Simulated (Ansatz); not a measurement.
# CH4BFOSi: the cost of one run

All numbers below are computed with Ansatz 0.2.0 (RKS BHLYP-D4/def2-SVP).

## 1. Starting point

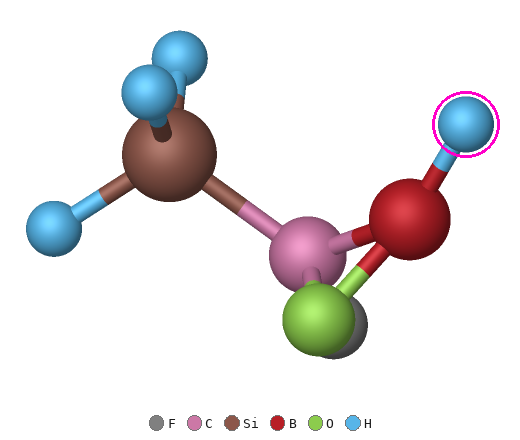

Start, viewed from a chosen angle; fluorine grey, carbon pink, silicon brown, boron red, oxygen green, hydrogen blue. Ringed: H9.

As a file:

```xyz
9

F    -1.0939   -0.6336   -1.6276
C    -0.5413    0.0661   -0.5867
Si    1.0023   -0.6029    0.1482
B    -1.3849    0.9850    0.2981
O    -0.5029    1.4144   -0.7883
H     1.5268    0.3288    1.1999
H     2.0804   -0.7407   -0.8853
H     0.8035   -1.9034    0.7527
H    -1.8014    1.0399    1.4719
```

## 2. End point A

Contents of input.yaml:

```yaml
crystal:
  periodic: [false, false, false]
  atoms:
    - { symbol: F, position_ang: [-1.0939, -0.6336, -1.6276] }
    - { symbol: C, position_ang: [-0.5413, 0.0661, -0.5867] }
    - { symbol: Si, position_ang: [1.0023, -0.6029, 0.1482] }
    - { symbol: B, position_ang: [-1.3849, 0.985, 0.2981] }
    - { symbol: O, position_ang: [-0.5029, 1.4144, -0.7883] }
    - { symbol: H, position_ang: [1.5268, 0.3288, 1.1999] }
    - { symbol: H, position_ang: [2.0804, -0.7407, -0.8853] }
    - { symbol: H, position_ang: [0.8035, -1.9034, 0.7527] }
    - { symbol: H, position_ang: [-1.8014, 1.0399, 1.4719] }
basis:
  gaussian: { orbitals: def2-SVP }
hamiltonian:
  xc: { name: BHLYP }
  dispersion: d4
relax:
  f_tol: 0.02
  max_steps: 50
```

Command:

```sh
> ansatz run input.yaml --threads 2 --pin off --max-ram 3072MiB --backend cpu --events-out ev --progress --plain --runs-dir out
```

**Question.** How long does this run take on 2 threads of Arm Neoverse V1, shared host, and how much memory does it need?

About 25 s, with a peak of 0.19 GiB.
